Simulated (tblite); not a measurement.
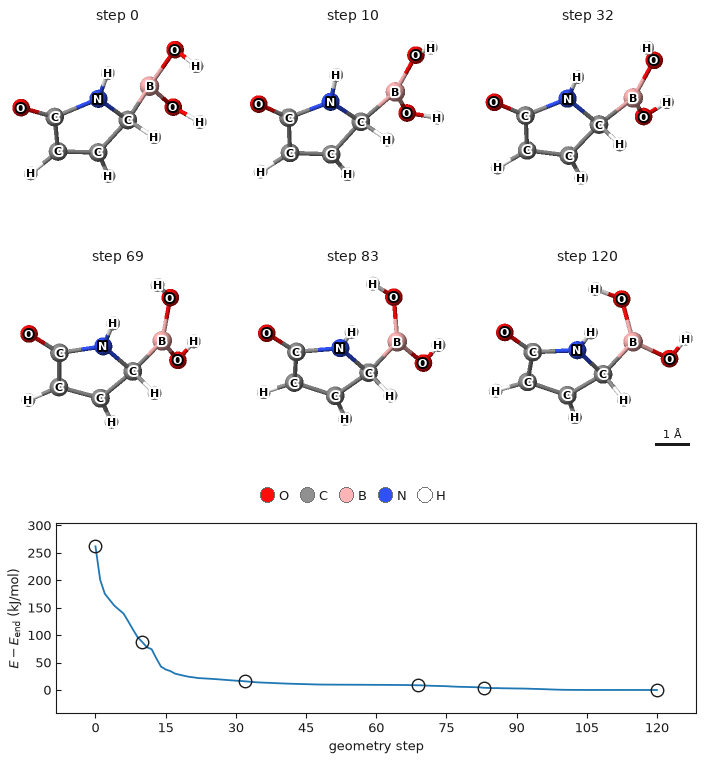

Frames of a relaxation of C4H6BNO3, marked on the history of the run. The picture is a ball-and-stick view, seen from a free direction.

Theory: GFN2-xTB geometry optimisation, gas phase in tblite 0.8.0. 

> Describe the path.

The largest move after the best rigid fit is that of an H atom, 2.35 Å. By element the largest moves are H 2.35 Å, O 1.18 Å, B 0.65 Å, C 0.46 Å, N 0.46 Å. Among the contacts that change: B–O 1.480 → 1.340 Å, C–N 1.432 → 1.364 Å, H–O 1.015 → 0.958 Å, H–N 1.052 → 1.006 Å. Bond angles that change, for instance: B–O–H 102.4° → 117.1°, B–O–H 105.7° → 115.2°, O–B–O 112.8° → 120.7°. The energy falls by 261.9 kJ/mol in 120 geometry steps. From step 0 to 10: H atoms move most (0.59 Å), energy −174.5 kJ/mol. From step 10 to 32: an H atom moves most (0.55 Å), energy −71.7 kJ/mol. From step 32 to 69: an H atom moves most (0.61 Å), energy −7.21 kJ/mol. From step 69 to 83: an H atom moves most (0.73 Å), energy −4.54 kJ/mol. From step 83 to 120: H atoms move most (0.53 Å), energy −4.05 kJ/mol.

```csv
step,"E − E(0), kJ/mol"
0,0.00
1,-60.86
2,-86.57
3,-97.28
4,-107.86
5,-115.34
6,-122.54
7,-136.75
8,-151.53
9,-165.61
10,-174.47
16,-227.44
22,-240.24
27,-242.99
33,-246.90
39,-249.66
45,-251.30
51,-252.20
56,-252.39
62,-252.64
68,-253.19
74,-254.79
79,-256.31
85,-258.55
91,-259.29
97,-260.82
103,-261.81
108,-261.90
114,-261.92
120,-261.94
```
